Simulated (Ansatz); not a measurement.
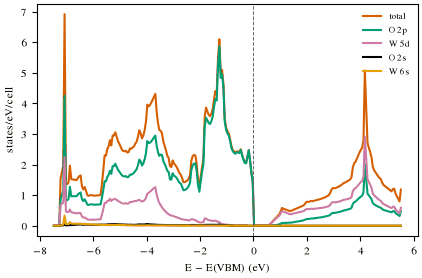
*Total and projected density of states of WO$_{3}$ (ReO3 type, Pm-3m), DFT-LDA in the program Ansatz with PAW potentials*

Question: Which orbitals carry the states next to the gap?

Answer: Top 1 eV of the valence band: O 2p 99 %. Bottom 1 eV of the conduction band: W 5d 83 %, O 2p 16 %. Projections are on Löwdin-orthogonalised atomic valence shells; empty p or d shells of many metals are not among them.

Question: Where is the tallest occupied peak in this window, and what makes it?

Answer: Near -7.1 eV, about 6.9 states/eV per cell; the largest projected share is O 2p.

The first step of the workflow began from a Materials Project structure, measured or hypothetical; the Crystallography Open Database copy checked does not list it. COD files the formula under space group No. 2, 14, 62, 129, 130, 191, so this cell is another polymorph or a model. Its standing as an ambient phase is unchecked. The LDA relaxation kept the symmetry of its start. At this level the phase is dynamically unstable (imaginary phonons). The run is not spin-polarised. No Hubbard U is applied. Scalar-relativistic: spin–orbit coupling is off unless named, which matters more the heavier the elements.

Potentials: the later of the program's two PAW sets.
